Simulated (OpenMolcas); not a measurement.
# One shape, several levels: singlet InNH2Cl+

Wanted: a comparison of 6 runs (HF/STO-3G, HF/def2-SVP, PBE/def2-SVP, r2SCAN/def2-SVP, revPBE/def2-SVP, MP2/def2-SVP) of singlet InNH2Cl+. 

The results are computed with OpenMolcas 26.06.

### Step 1. The structure to begin with

The species is InNH2Cl+ (5 atoms), meant as a singlet with charge +1. SMILES of the parent species: `[NH2][In][Cl]`. The coordinates come from a PBE0-D4/def2-TZVP relaxation. This is one conformer, not always the lowest. That shape belongs to the parent species and isn't relaxed for this state.

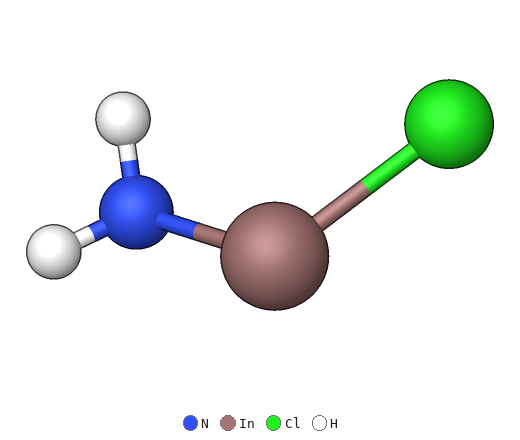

Viewed from a chosen angle; nitrogen blue, indium brown, chlorine green, hydrogen white.

### Step 2. The energy at HF/STO-3G (run 1)

Input file calc.input:

```
>>> EXPORT MOLCAS_PRINT=2
&GATEWAY
BasLib
$CurrDir
BasisSet
N.STO-3G....
N1 -0.142600 0.808600 -0.493900 angstrom
End of Basis
BasisSet
In.STO-3G....
In2 -0.411600 -1.217800 -0.153300 angstrom
End of Basis
BasisSet
Cl.STO-3G....
Cl3 1.391500 -2.211500 1.018700 angstrom
End of Basis
BasisSet
H.STO-3G....
H4 -0.999700 1.283800 -0.756700 angstrom
H5 0.212300 1.263200 0.343800 angstrom
End of Basis
&SEWARD
&SCF
Charge
1
Thresholds
1e-10 1e-07 1e-07 1e-05
PrOrbitals
1 1
```

The basis set STO-3G is read from a file made from the Basis Set Exchange's data (not shown).

Started as:

```
$ export MOLCAS_MEM=1860
$ pymolcas calc.input > calc.log
```

Output:

```text
--- Start Module: gateway ---
[...]
--- Stop Module: gateway /rc=_RC_ALL_IS_WELL_ ---
--- Start Module: seward ---
[...]
      Basis functions           43
--- Stop Module: seward /rc=_RC_ALL_IS_WELL_ ---
--- Start Module: scf ---
[...]
       Convergence after  19 Iterations
[...]
::    Total SCF energy                              -6192.2235250244
[...]
      Total spin, S                                     0.0000000000
[...]
      Total electronic charge=   74.000000
      Total            charge=    1.000000
[...]
      Dipole Moment (debye):
      Origin of the operator (angstrom)=   -0.0086   -1.2259    0.0644
                   X= -6.3698E+00               Y=  5.0668E-01               Z= -2.3209E+00           Total=  6.7984E+00
      Center of Charge (angstrom)
[...]
--- Stop Module: scf /rc=_RC_ALL_IS_WELL_ ---
[...]
```

It took 1.5 s on 1 thread of Intel Xeon 6975P-C (Granite Rapids), shared host; peak memory 0.38 GiB.

### Step 3. The energy at HF/def2-SVP (core potential) (run 2)

Input file geom.xyz:

```xyz
5

N     -0.142600     0.808600    -0.493900
In    -0.411600    -1.217800    -0.153300
Cl     1.391500    -2.211500     1.018700
H     -0.999700     1.283800    -0.756700
H      0.212300     1.263200     0.343800
```

Input file run.inp:

```
>>> EXPORT MOLCAS_PRINT=2

&GATEWAY
  BASLIB=$CurrDir
  COORD=geom.xyz
  BASIS=def2-SVP
  GROUP=NoSym

&SEWARD

&SCF
  CHARGE=1
  THRESHOLDS=1e-10 1e-07 1e-07 1e-05
  PRORBITALS=1
```

The basis set def2-SVP is read from a file made from the Basis Set Exchange's data (not shown).

Started as:

```
$ export MOLCAS_MEM=1860
$ pymolcas run.inp > run.log
```

Output:

```text
--- Start Module: gateway ---
[...]
--- Stop Module: gateway /rc=_RC_ALL_IS_WELL_ ---
--- Start Module: seward ---
[...]
      Basis functions           68
--- Stop Module: seward /rc=_RC_ALL_IS_WELL_ ---
[...]
--- Start Module: scf ---
[...]
       Convergence after  20 Iterations
[...]
::    Total SCF energy                               -703.8718785903
[...]
      Total spin, S                                     0.0000000000
[...]
      Total electronic charge=   46.000000
      Total            charge=    1.000000
[...]
      Dipole Moment (debye):
      Origin of the operator (angstrom)=   -0.0086   -1.2259    0.0644
                   X= -5.1940E+00               Y=  1.1298E+00               Z= -1.7297E+00           Total=  5.5898E+00
      Center of Charge (angstrom)
[...]
--- Stop Module: scf /rc=_RC_ALL_IS_WELL_ ---
[...]
```

Run time: 3.6 s. Hardware: 1 thread of Intel Xeon 6975P-C (Granite Rapids), shared host; peak memory 0.41 GiB.

Runs 3 to 5 aren't shown in full; the table further down has their settings and results.

### Step 4. A single-point energy at MP2/def2-SVP (core potential) (run 6)

Input file test.inp:

```
* ClH2InN MP2

&GATEWAY
  BASLIB = $CurrDir
  COORD
  5
  angstrom
  N       -0.142600       0.808600      -0.493900
  In      -0.411600      -1.217800      -0.153300
  Cl       1.391500      -2.211500       1.018700
  H       -0.999700       1.283800      -0.756700
  H        0.212300       1.263200       0.343800
  BASIS = def2-SVP
  GROUP = NoSym

&SEWARD

&SCF
  CHARGE = 1
  THRESHOLDS = 1e-10 1e-07 1e-07 1e-05
  PRORBITALS = 0

&MBPT2
  FROZEN = 10
```

The basis set def2-SVP is read from a file made from the Basis Set Exchange's data (not shown).

Started as:

```
$ export MOLCAS_MEM=1860
$ pymolcas test.inp > test.log
```

Output:

```text
--- Start Module: gateway ---
[...]
--- Stop Module: gateway /rc=_RC_ALL_IS_WELL_ ---
[...]
      Basis functions           68
[...]
--- Start Module: scf ---
[...]
       Convergence after  20 Iterations
[...]
::    Total SCF energy                               -703.8718785903
[...]
      Total spin, S                                     0.0000000000
[...]
      Total electronic charge=   46.000000
      Total            charge=    1.000000
[...]
      Dipole Moment (debye):
      Origin of the operator (angstrom)=   -0.0086   -1.2259    0.0644
                   X= -5.1940E+00               Y=  1.1298E+00               Z= -1.7297E+00           Total=  5.5898E+00
      Center of Charge (angstrom)
[...]
--- Stop Module: scf /rc=_RC_ALL_IS_WELL_ ---
[...]
--- Start Module: mbpt2 ---
[...]
WARNING!
Default frozen orbitals as non valence orbitals is overwritten by user input.
Default values:   6
[...]
       Reference weight ( Cref**2 )         =        0.86894
::    Total MBPT2 energy                             -704.2530785968
[...]
      Total MBPT2 calculations                           0.09      0.10
--- Stop Module: mbpt2 /rc=_RC_ALL_IS_WELL_ ---
[...]
```

It took 3.6 s on 1 thread of Intel Xeon 6975P-C (Granite Rapids), shared host; peak memory 0.41 GiB.

### Step 5. Overview of the runs

```
run                             level  integration grid  frozen core orbitals   energy (Eh)  HOMO energy (eV)  LUMO energy (eV)  HOMO–LUMO gap (eV)  wall time
  1                         HF/STO-3G                 –                     –  -6192.223525            -14.10             -4.99                9.11      1.5 s
  2      HF/def2-SVP (core potential)                 –                     –   -703.871879            -16.51             -7.56                8.94      3.6 s
  3     PBE/def2-SVP (core potential)         UltraFine                     –   -705.575595            -12.52            -11.23                1.29       13 s
  4  r2SCAN/def2-SVP (core potential)         UltraFine                     –   -705.832619            -12.83            -11.23                1.60       21 s
  5  revPBE/def2-SVP (core potential)         UltraFine                     –   -705.781942            -12.47            -11.15                1.33       15 s
  6     MP2/def2-SVP (core potential)                 –                    10   -704.253079            -16.51             -7.56                8.94      3.6 s
```

### Step 6. Summary of results

| quantity | value |
| --- | --- |
| run 6: total energy | -704.25308 Eh |
| run 6: HOMO energy (Hartree–Fock orbitals) | -16.51 eV |
| run 6: LUMO energy (Hartree–Fock orbitals) | -7.56 eV |
| run 6: HOMO–LUMO gap (Hartree–Fock orbitals) | 8.94 eV |
| run 6: correlation energy (10 core orbitals frozen) | -381.2 mEh |

What this shows: Over runs 1, 2, 3, 4, 5 the HOMO–LUMO gap runs from 1.29 eV (PBE/def2-SVP) to 9.11 eV (HF/STO-3G). The two ends differ in method and basis and core potential. Totals of different functionals can't be ranked against each other. Some runs of one species differ in core potentials or relativity; totals across that change don't compare. In run 1 the basis is minimal, so the values are rough. In run 1 relativity is left out where basis or elements ask for it. All runs together took 57 s, the longest 21 s.
